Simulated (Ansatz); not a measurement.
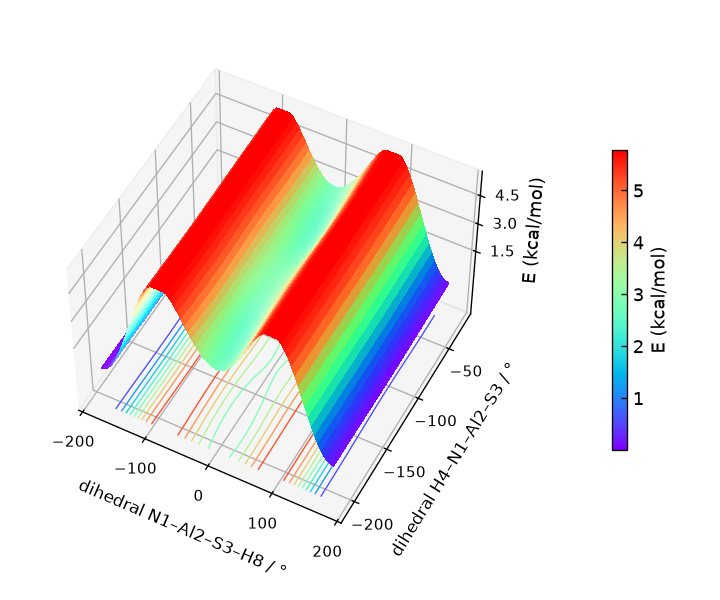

Energy landscape of AlH5NS, SMILES [NH3+][AlH][SH], charge +1. First axis: dihedral N1–Al2–S3–H8. Second axis: dihedral H4–N1–Al2–S3. Nothing is relaxed (all other coordinates rigid). The grid has 18 × 17 points. Energies are in kcal/mol, from the lowest grid point. Method: RHF/def2-TZVP (Ansatz).

In the figure: a relief with its contours projected below, any walls above the top of the colour scale cut off. Between grid points the surface is interpolated. 

> What does the map say about the system?

The lowest grid point is at dihedral N1–Al2–S3–H8 = −180°, dihedral H4–N1–Al2–S3 = −117.0°. There is a further well near dihedral N1–Al2–S3–H8 = 0°, dihedral H4–N1–Al2–S3 = −60.8° (2.59 kcal/mol above the lowest at that grid point). The highest grid point, dihedral N1–Al2–S3–H8 = 80°, dihedral H4–N1–Al2–S3 = −27.0°, lies 5.98 kcal/mol above the lowest.

The values on the grid:

```tsv
dihedral H4–N1–Al2–S3 ↓, dihedral N1–Al2–S3–H8 →	−180	−140	−100	−60	−20	20	60	100	140
−27.0	0.07	2.30	5.61	5.17	3.07	3.28	5.30	5.62	2.27
−49.5	0.06	2.28	5.60	5.17	2.96	3.08	5.25	5.60	2.26
−72.0	0.04	2.27	5.59	5.19	3.03	2.96	5.17	5.56	2.22
−94.5	0.01	2.25	5.58	5.21	3.19	3.04	5.15	5.54	2.20
−117.0	0.00	2.23	5.56	5.18	3.22	3.20	5.18	5.55	2.21
−139.5	0.01	2.22	5.55	5.15	3.09	3.24	5.22	5.58	2.23
−162.0	0.04	2.23	5.57	5.16	2.96	3.09	5.22	5.60	2.26
−184.5	0.06	2.26	5.60	5.22	3.02	2.97	5.19	5.61	2.28
−207.0	0.07	2.27	5.63	5.29	3.22	3.02	5.18	5.61	2.29
```

The table holds every second grid line.

Each point was launched as `ansatz run input.yaml --threads 1 --pin off --max-ram 2560MiB --backend cpu --events-out ev --progress --plain --runs-dir out`. The whole map (306 points run) took 11 min on 1 thread of Arm Neoverse V1, with other jobs on the host.
